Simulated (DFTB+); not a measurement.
## Frequency calculation, with input and output: CH₄S₂ (part 1 of 3)

- system: CH₄S₂, SMILES SCS
- method: DFTB2, R-SCC (DFTB+ 25.1)

The geometry was optimised with DFTB2.

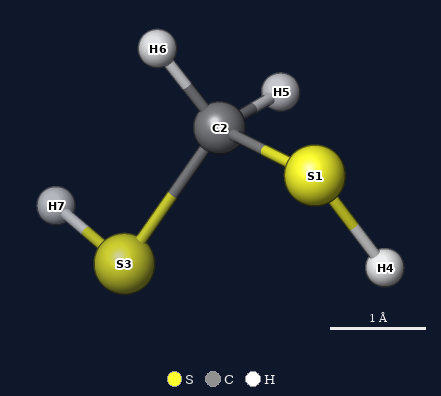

Figure 1. The structure (ball-and-stick view, seen at a tilt; atoms are numbered from 1 in the order of the input).

**Input file (dftb_in.hsd)**
```
# DFTB2 harmonic vibrations
Geometry = GenFormat {
  <<< "mol.gen"
}
Driver = SecondDerivatives {
  Delta = 0.001
}
Hamiltonian = DFTB {
  SCC = Yes
  SlaterKosterFiles = Type2FileNames {
    Prefix = "slakos/"
    Separator = ""
    Suffix = ".spl"
    LowerCaseTypeName = Yes
  }
  MaxAngularMomentum {
    S = "d"
    C = "p"
    H = "s"
  }
  SCCTolerance = 1e-09
  Filling = Fermi {
    Temperature [Kelvin] = 300
  }
}
Options {
  WriteResultsTag = Yes
}
InputVersion = 25.1
```

**File mol.gen**
```
7 C
S C H
   1  1     -1.204434      1.211144     -0.540650
   2  2     -0.082499      0.126198      0.406593
   3  1      1.237311     -0.484762     -0.710293
   4  3     -1.646505      0.305522     -1.447256
   5  3     -0.638132     -0.716517      0.861178
   6  3      0.349349      0.717379      1.232969
   7  3      1.986644     -1.159209      0.198204
```

**File modes_in.hsd**
```
Geometry = GenFormat {
  <<< "mol.gen"
}
Hessian = {
  <<< "hessian.out"
}
RemoveTranslation = Yes
RemoveRotation = Yes
InputVersion = 3
```

Hardware: 1 thread of AMD EPYC (Zen 3), 24 GiB of memory available, shared host.

Launched with:
```bash
dftb+ > dftb.out && modes > modes.log
```

**What the program printed**
```
|  DFTB+ development version (commit: a23bfb2)

Reading input file 'dftb_in.hsd'
Parser version: 14

--------------------------------------------------------------------------------
Reading SK-files:
./slakos/ss.spl
./slakos/sc.spl
./slakos/sh.spl
./slakos/cc.spl
./slakos/ch.spl
./slakos/hh.spl
Done.

Processed input in HSD format written to 'dftb_pin.hsd'

Starting initialization...
--------------------------------------------------------------------------------
OpenMP threads:              1
Chosen random seed:          672949002
Current stacksize:           unlimited
Mode:                        2nd derivatives calculation
Mode:                        Calculated for atoms:
           1           2           3           4           5           6           7
Self consistent charges:     Yes
SCC-tolerance:                 0.100000E-08
Max. scc iterations:                    100
Shell resolved Hubbard:      No
Spin polarisation:           No
Nr. of up electrons:            10.000000
Nr. of down electrons:          10.000000
Periodic boundaries:         No
Electronic solver:           Relatively robust
Mixer:                       Broyden mixer
Mixing parameter:                  0.200000
Nr. of chrg. vec. in memory:            100
Max. SCC-cycles:                        100
Electronic temperature:              0.950045E-03 H      0.258520E-01 eV
Initial charges:             Set automatically (system chrg:   0.000E+00)
Included shells:             S:  s, p, d
                             C:  s, p
                             H:  s
Extra options:
                             Mulliken analysis
Force type                   original

--------------------------------------------------------------------------------

***  Geometry step: 0

 iSCC Total electronic   Diff electronic      SCC error
    1   -0.80937849E+01    0.00000000E+00    0.35038116E+00
    2   -0.80983925E+01   -0.80937849E+01    0.22657179E+00
    3   -0.81016439E+01   -0.46075912E-02    0.34109984E-01
    4   -0.81016826E+01   -0.32514244E-02    0.24165453E-02
    5   -0.81016828E+01   -0.38713035E-04    0.11647812E-02
    6   -0.81016829E+01   -0.21159758E-06    0.88714114E-04
    7   -0.81016829E+01   -0.10850421E-06    0.14594592E-04
    8   -0.81016829E+01   -0.11415295E-08    0.82149185E-05
    9   -0.81016829E+01   -0.17509549E-10    0.51059991E-06
   10   -0.81016829E+01   -0.62403416E-11    0.30709221E-07
   11   -0.81016829E+01   -0.14210855E-13    0.25224267E-11

Total Energy:                       -8.0484926187 H         -219.0106 eV
Extrapolated to 0K:                 -8.0484926187 H         -219.0106 eV
Total Mermin free energy:           -8.0484926187 H         -219.0106 eV
Force related energy:               -8.0484926187 H         -219.0106 eV

--------------------------------------------------------------------------------

***  Geometry step: 1

 iSCC Total electronic   Diff electronic      SCC error
    1   -0.81017080E+01    0.00000000E+00    0.16228425E-03
    2   -0.81017080E+01   -0.25084173E-04    0.10537325E-03
    3   -0.81017080E+01   -0.10437731E-08    0.12589523E-04
    4   -0.81017080E+01   -0.70875750E-09    0.79626789E-06
    5   -0.81017080E+01   -0.76827433E-11    0.84846614E-07
    6   -0.81017080E+01   -0.60396133E-13    0.33384440E-07
    7   -0.81017080E+01    0.00000000E+00    0.56440105E-08
    8   -0.81017080E+01    0.00000000E+00    0.29655567E-09

Total Energy:                       -8.0484926060 H         -219.0106 eV
Extrapolated to 0K:                 -8.0484926060 H         -219.0106 eV
Total Mermin free energy:           -8.0484926060 H         -219.0106 eV
Force related energy:               -8.0484926060 H         -219.0106 eV

--------------------------------------------------------------------------------

***  Geometry step: 2

 iSCC Total electronic   Diff electronic      SCC error
    1   -0.81017697E+01    0.00000000E+00    0.21924295E-03
    2   -0.81017697E+01   -0.61665570E-04    0.14211063E-03
    3   -0.81017697E+01   -0.94322061E-09    0.10077599E-04
    4   -0.81017697E+01   -0.68610717E-09    0.10690588E-05
    5   -0.81017697E+01   -0.98960840E-11    0.43803470E-07
    6   -0.81017697E+01   -0.47961635E-13    0.30522239E-07
    7   -0.81017697E+01    0.17763568E-14    0.26896760E-08
    8   -0.81017697E+01   -0.17763568E-14    0.68510342E-09

Total Energy:                       -8.0484925582 H         -219.0106 eV
Extrapolated to 0K:                 -8.0484925582 H         -219.0106 eV
Total Mermin free energy:           -8.0484925582 H         -219.0106 eV
Force related energy:               -8.0484925582 H         -219.0106 eV

--------------------------------------------------------------------------------

***  Geometry step: 3

 iSCC Total electronic   Diff electronic      SCC error
    1   -0.81016212E+01    0.00000000E+00    0.27634645E-03
    2   -0.81016212E+01    0.14844081E-03    0.17882787E-03
    3   -0.81016212E+01   -0.14348860E-08    0.12945089E-04
    4   -0.81016212E+01   -0.10604282E-08    0.12521635E-05
    5   -0.81016212E+01   -0.19603874E-10    0.11700670E-06
    6   -0.81016212E+01   -0.14210855E-12    0.67135430E-07
    7   -0.81016212E+01    0.17763568E-14    0.95980497E-08
    8   -0.81016212E+01   -0.53290705E-14    0.17723401E-09

Total Energy:                       -8.0484925511 H         -219.0106 eV
Extrapolated to 0K:                 -8.0484925511 H         -219.0106 eV
Total Mermin free energy:           -8.0484925511 H         -219.0106 eV
Force related energy:               -8.0484925511 H         -219.0106 eV

--------------------------------------------------------------------------------

***  Geometry step: 4

 iSCC Total electronic   Diff electronic      SCC error
    1   -0.81017097E+01    0.00000000E+00    0.24554777E-03
    2   -0.81017097E+01   -0.88471898E-04    0.16057455E-03
    3   -0.81017097E+01   -0.12098944E-08    0.93869407E-05
    4   -0.81017097E+01   -0.94923180E-09    0.11611741E-05
    5   -0.81017097E+01   -0.12986945E-10    0.41067399E-07
    6   -0.81017097E+01   -0.74606987E-13    0.29110332E-07
    7   -0.81017097E+01    0.17763568E-14    0.29857161E-08
    8   -0.81017097E+01   -0.17763568E-14    0.22398294E-09

Total Energy:                       -8.0484925748 H         -219.0106 eV
Extrapolated to 0K:                 -8.0484925748 H         -219.0106 eV
Total Mermin free energy:           -8.0484925748 H         -219.0106 eV
Force related energy:               -8.0484925748 H         -219.0106 eV

--------------------------------------------------------------------------------

***  Geometry step: 5

 iSCC Total electronic   Diff electronic      SCC error
    1   -0.81016812E+01    0.00000000E+00    0.23156938E-03
    2   -0.81016812E+01    0.28480863E-04    0.15742998E-03
    3   -0.81016812E+01   -0.14177637E-08    0.12556422E-04
    4   -0.81016812E+01   -0.11220909E-08    0.13684909E-05
    5   -0.81016812E+01   -0.13519852E-10    0.10044038E-06
    6   -0.81016812E+01   -0.10125234E-12    0.49116889E-07
    7   -0.81016812E+01    0.17763568E-14    0.96659849E-08
    8   -0.81016812E+01   -0.35527137E-14    0.51758431E-09

Total Energy:                       -8.0484925812 H         -219.0106 eV
Extrapolated to 0K:                 -8.0484925812 H         -219.0106 eV
Total Mermin free energy:           -8.0484925812 H         -219.0106 eV
Force related energy:               -8.0484925812 H         -219.0106 eV

--------------------------------------------------------------------------------

***  Geometry step: 6

 iSCC Total electronic   Diff electronic      SCC error
    1   -0.81017002E+01    0.00000000E+00    0.15285918E-03
    2   -0.81017002E+01   -0.18994243E-04    0.97482629E-04
    3   -0.81017002E+01   -0.12497434E-08    0.10631861E-04
    4   -0.81017002E+01   -0.10113759E-08    0.97239155E-06
    5   -0.81017002E+01   -0.10118129E-10    0.16956544E-06
    6   -0.81017002E+01   -0.60396133E-13    0.49988045E-07
    7   -0.81017002E+01   -0.35527137E-14    0.69470659E-08
    8   -0.81017002E+01    0.35527137E-14    0.46550974E-09

Total Energy:                       -8.0484925101 H         -219.0106 eV
Extrapolated to 0K:                 -8.0484925101 H         -219.0106 eV
Total Mermin free energy:           -8.0484925101 H         -219.0106 eV
Force related energy:               -8.0484925101 H         -219.0106 eV

--------------------------------------------------------------------------------

***  Geometry step: 7

 iSCC Total electronic   Diff electronic      SCC error
    1   -0.81016906E+01    0.00000000E+00    0.31732424E-03
    2   -0.81016907E+01    0.95941311E-05    0.19601771E-03
    3   -0.81016907E+01   -0.49582045E-08    0.31425256E-04
    4   -0.81016907E+01   -0.33996699E-08    0.21300653E-05
    5   -0.81016907E+01   -0.47879922E-10    0.33962669E-06
    6   -0.81016907E+01   -0.28421709E-12    0.15836372E-06
    7   -0.81016907E+01   -0.53290705E-14    0.12418613E-07
    8   -0.81016907E+01    0.35527137E-14    0.10064563E-08
    9   -0.81016907E+01   -0.17763568E-14    0.53113069E-12

Total Energy:                       -8.0484925104 H         -219.0106 eV
Extrapolated to 0K:                 -8.0484925104 H         -219.0106 eV
Total Mermin free energy:           -8.0484925104 H         -219.0106 eV
Force related energy:               -8.0484925104 H         -219.0106 eV

--------------------------------------------------------------------------------

***  Geometry step: 8

 iSCC Total electronic   Diff electronic      SCC error
    1   -0.81016987E+01    0.00000000E+00    0.25570850E-03
    2   -0.81016987E+01   -0.80901950E-05    0.18314396E-03
    3   -0.81016987E+01   -0.13764936E-08    0.14104287E-04
    4   -0.81016987E+01   -0.13594690E-08    0.15561066E-05
    5   -0.81016987E+01   -0.93614005E-11    0.13570862E-06
    6   -0.81016987E+01   -0.12612134E-12    0.79442561E-07
    7   -0.81016987E+01   -0.17763568E-14    0.46654720E-08
    8   -0.81016987E+01    0.00000000E+00    0.79708029E-09

Total Energy:                       -8.0484924650 H         -219.0106 eV
Extrapolated to 0K:                 -8.0484924650 H         -219.0106 eV
Total Mermin free energy:           -8.0484924650 H         -219.0106 eV
Force related energy:               -8.0484924650 H         -219.0106 eV

--------------------------------------------------------------------------------

***  Geometry step: 9

 iSCC Total electronic   Diff electronic      SCC error
    1   -0.81016922E+01    0.00000000E+00    0.30923339E-03
    2   -0.81016922E+01    0.65849745E-05    0.22163398E-03
    3   -0.81016922E+01   -0.35015653E-08    0.30100336E-04
    4   -0.81016922E+01   -0.27872566E-08    0.16034136E-05
    5   -0.81016922E+01   -0.71864292E-10    0.14708834E-06
    6   -0.81016922E+01   -0.21671553E-12    0.90982761E-07
    7   -0.81016922E+01   -0.17763568E-14    0.17316445E-07
    8   -0.81016922E+01    0.00000000E+00    0.75525985E-09

Total Energy:                       -8.0484924695 H         -219.0106 eV
Extrapolated to 0K:                 -8.0484924695 H         -219.0106 eV
Total Mermin free energy:           -8.0484924695 H         -219.0106 eV
Force related energy:               -8.0484924695 H         -219.0106 eV

--------------------------------------------------------------------------------

***  Geometry step: 10

 iSCC Total electronic   Diff electronic      SCC error
    1   -0.81016542E+01    0.00000000E+00    0.25014817E-03
    2   -0.81016542E+01    0.37996863E-04    0.17922851E-03
    3   -0.81016542E+01   -0.14328165E-08    0.26260723E-04
    4   -0.81016542E+01   -0.11929266E-08    0.13586325E-05
    5   -0.81016542E+01   -0.33752556E-10    0.14888437E-06
    6   -0.81016542E+01   -0.16342483E-12    0.76353141E-07
    7   -0.81016542E+01   -0.53290705E-14    0.13177281E-07
    8   -0.81016542E+01    0.35527137E-14    0.65697914E-09

Total Energy:                       -8.0484924687 H         -219.0106 eV
Extrapolated to 0K:                 -8.0484924687 H         -219.0106 eV
Total Mermin free energy:           -8.0484924687 H         -219.0106 eV
Force related energy:               -8.0484924687 H         -219.0106 eV

--------------------------------------------------------------------------------

***  Geometry step: 11
```
